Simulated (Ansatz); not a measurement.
**Correcting a cheap level on molecular compounds of Sb**

The vertical ionisation energy (cation less neutral) in eV of 7 molecular compounds of Sb: x at r2SCAN-D4/def2-TZVPP, y at CCSD(T)/def2-TZVPP. Shapes, held fixed at every level: PBE0-D4/def2-TZVP. Flexible molecules stand in one conformer, not always the lowest. Programs: Ansatz 0.2.0.

| molecule | x (eV) | y (eV) |
| --- | --- | --- |
| C2H9O2SbSi (SMILES C[O][Sb]([SiH3])[O]C) | 8.41 | 8.66 |
| C2H8ClOSbSi (SMILES CC[O][Sb]([SiH3])[Cl]) | 8.69 | 8.91 |
| Sb(SiH3)2F | 8.97 | 9.11 |
| SiH3(SbCl2) | 9.04 | 9.22 |
| SbH2(CH3) | 9.20 | 9.28 |
| SiH3(SbH2) | 9.25 | ? |
| SbHF2 (SMILES [F][SbH][F]) | 10.66 | 10.90 |

Q: Fit y = c + s·x to the known rows and predict y for SiH3(SbH2).

A: 
1. Means of the 6 rows: x = 9.1617, y = 9.347.
2. Σ(Δx)² = 3.0855, Σ(Δx·Δy) = 3.1077, so the slope is 3.1077/3.0855 = 1.0072.
3. Intercept: 9.347 − (1.0072) × 9.1617 = 0.119. The largest residual of the fit is 0.11.
4. SiH3(SbH2): 0.119 + 1.0072 × 9.25 = 9.44 eV.

CCSD(T)/def2-TZVPP gives 9.29 eV, so the prediction is off by +0.15 eV, more than the largest residual. Uncorrected, r2SCAN-D4/def2-TZVPP misses it by -0.04 eV, and the other rows by 0.19 on average. The line makes this one worse. SbHF2 lies far out in x and weighs most in the slope. Left out in turn, the other rows are missed by 0.13 eV on average. Cations run unrestricted. For atoms past krypton def2 sets carry core potentials with scalar relativity. Outer-core shells of Sb are correlated, in sets that cover them unevenly.

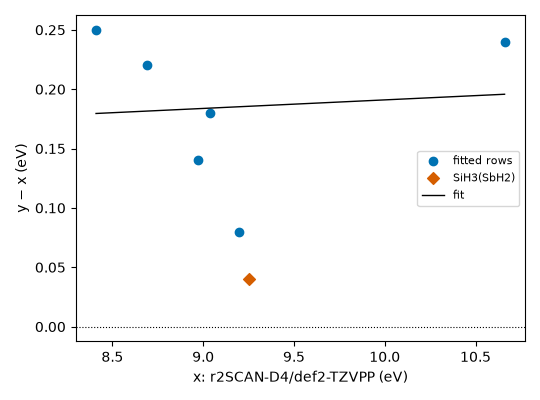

The correction y − x against x, with the fitted line and the withheld molecule.
